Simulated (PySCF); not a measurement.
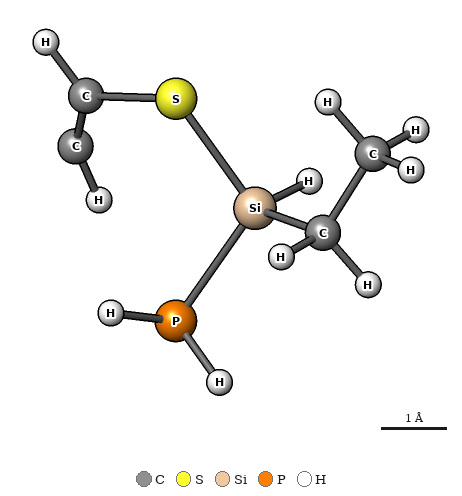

**Figure 1.** The input geometry (ball-and-stick view, seen at a tilt).

C4H10PSSi: EPR calculation

C4H10PSSi, multiplicity 2, computed with UKS B3LYP, pcH-1 on C H P S Si, non-relativistic, mean-field spin-orbit, GIAO (PySCF 2.14.0).

It belongs to a series of runs on one base structure; here: H removed from sp2 C.

## Input
```
{"job": {"kind": "epr", "basis": "pcH-1"}, "charge": 0, "multiplicity": 2}
C      3.296684     0.103380     0.747216
C      2.861158     1.001217    -0.032780
S      1.080695     1.316252    -0.488045
Si    -0.056956    -0.202815     0.531535
P      1.001553    -2.186327     0.580054
C     -1.742805    -0.237837    -0.359760
C     -2.400468     1.135212    -0.419435
H      3.069086    -0.709455     1.391515
H      3.426218     1.742645    -0.568583
H     -0.197031     0.220744     1.929853
H     -0.105068    -2.927664     0.215709
H      1.469409    -2.128127    -0.720588
H     -1.619442    -0.620448    -1.375587
H     -2.399597    -0.936176     0.161405
H     -1.766646     1.835366    -0.958427
H     -3.361575     1.079814    -0.926914
H     -2.562213     1.526248     0.581845
```

The first line tells a small driver script what to run in PySCF; the rest is the geometry in Å.

Hardware: 1 CPU thread, shared host.

Launch command:
```bash
OMP_NUM_THREADS=1 python <driver script> task.json out
```

## What the program printed
```
UKS, coarse grid
  cycle   1  E = -1187.38919368  |g| = 3.55e-01
  cycle   2  E = -1187.37484314  |g| = 3.77e-01
  cycle   3  E = -1187.44663838  |g| = 6.04e-02
  cycle   4  E = -1187.44829094  |g| = 2.76e-02
  cycle   5  E = -1187.44867128  |g| = 1.18e-02
  cycle   6  E = -1187.44876163  |g| = 5.83e-03
  cycle   7  E = -1187.44878888  |g| = 1.97e-03
  cycle   8  E = -1187.44879653  |g| = 1.39e-03
  cycle   9  E = -1187.44880049  |g| = 5.09e-04
UKS, final grid
  cycle   1  E = -1187.44882814  |g| = 6.00e-04
  cycle   2  E = -1187.44882802  |g| = 8.96e-04
  cycle   3  E = -1187.44882847  |g| = 1.13e-04
  cycle   4  E = -1187.44882851  |g| = 8.88e-05
  cycle   5  E = -1187.44882852  |g| = 2.41e-05
  cycle   6  E = -1187.44882852  |g| = 1.07e-05
E = -1187.44882852 Eh   <S^2> = 0.7602 (exact 0.7500)
g shifts (ppm)      1          2          3
  rmc          -164       -164       -164
  gc             21        -43         -8
  oz_so       -2317       -182       1531
  total       -2459       -389       1361
hyperfine (MHz)  atom isotope    a_iso     a_fc   dipolar eigenvalues
    0   13C     220.20     220.67    -78.30    -58.35    136.66
    1   13C      -2.86      -2.83    -13.39     -2.28     15.67
    2   33S      15.94      15.65    -21.19    -18.95     40.14
    3  29Si       1.61       1.60     -0.66      0.12      0.54
    4   31P      39.79      39.78     -2.58     -1.35      3.93
    5   13C       1.73       1.73     -0.26     -0.17      0.43
    6   13C       1.88       1.88     -0.35     -0.19      0.54
    7    1H      -5.05      -4.94    -31.94     -5.44     37.38
    8    1H     109.89     109.93     -4.81     -3.35      8.16
    9    1H      -1.02      -1.03     -1.61     -0.88      2.49
   10    1H      12.27      12.27     -0.84     -0.63      1.47
   11    1H      -0.80      -0.80     -1.83     -1.50      3.34
   12    1H      -0.04      -0.04     -0.69     -0.48      1.17
   13    1H       0.50       0.50     -0.52     -0.31      0.84
   14    1H       0.49       0.50     -1.32     -0.69      2.01
   15    1H       0.24       0.24     -0.42     -0.32      0.73
   16    1H      -0.11      -0.11     -0.55     -0.40      0.94
```

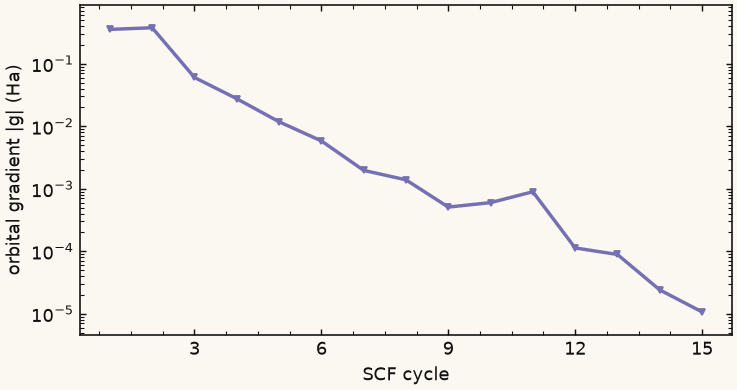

**Figure 2.** Convergence of the self-consistent field: orbital gradient |g| against the SCF cycle. All cycles printed in the log are drawn one after another.

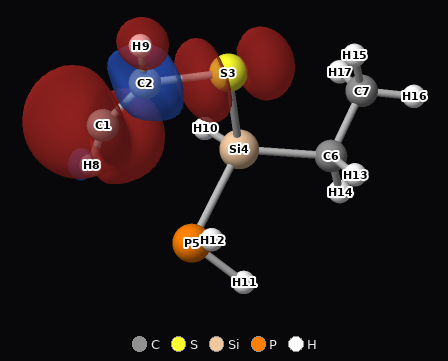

**Figure 3.** Isosurfaces of the spin density at +0.015 (red) and −0.015 e/Å³ (blue), seen at a tilt. The unpaired spin (1 electron) lies mostly on C1 (about 0.7) and S3 (about 0.1), in electrons by Hirshfeld's partition.

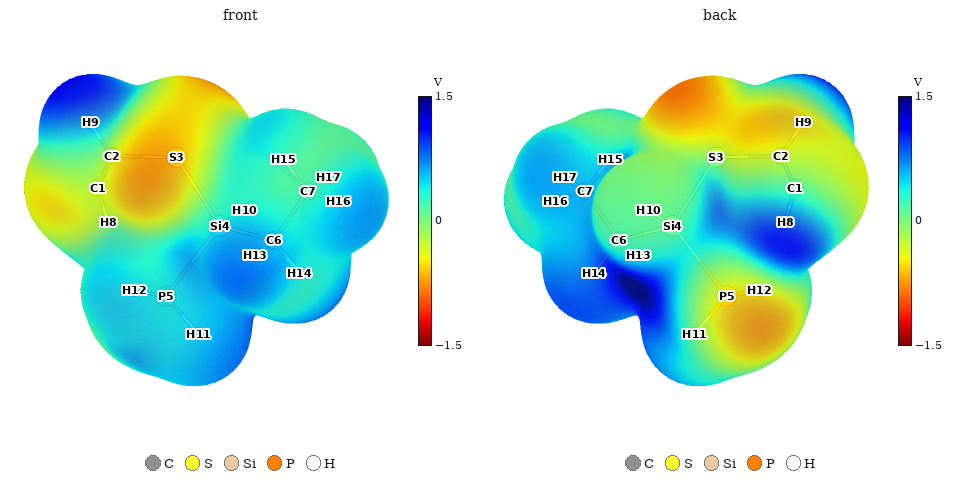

**Figure 4.** The electrostatic potential painted on the density surface at 0.002 e/bohr³, seen at a tilt and from behind; red is negative and blue positive.

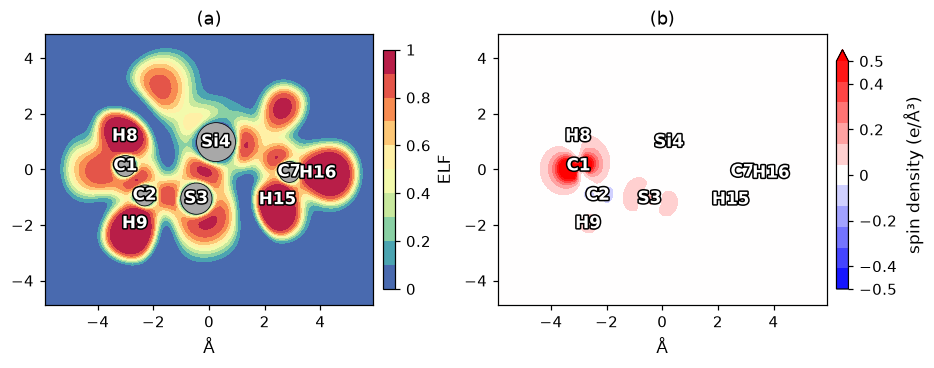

**Figure 5.** (a) ELF; (b) spin density on the plane of atoms C2, C1 and H8. Grey discs, where drawn, cover atomic cores. The section cuts through C, S, Si and H sites. C–C (1.27 Å): the ELF peaks at about 0.90 between the atoms; a multiple bond by its length, whose ELF region spreads away from the axis. Si–S (2.15 Å): the ELF peaks at about 0.90 between the atoms (a shared electron pair). The unpaired spin (1 electron) lies mostly on C1 (about 0.7) and S3 (about 0.1), in electrons by Hirshfeld's partition.

## Key numbers

| quantity | value |
| --- | --- |
| outcome | converged |
| total energy | −1187.448829 hartree |
| ⟨S²⟩ | 0.760 |
| isotropic g | 2.0018 |
| wall time | 2.4 min |
| peak memory | 1.2 GiB |
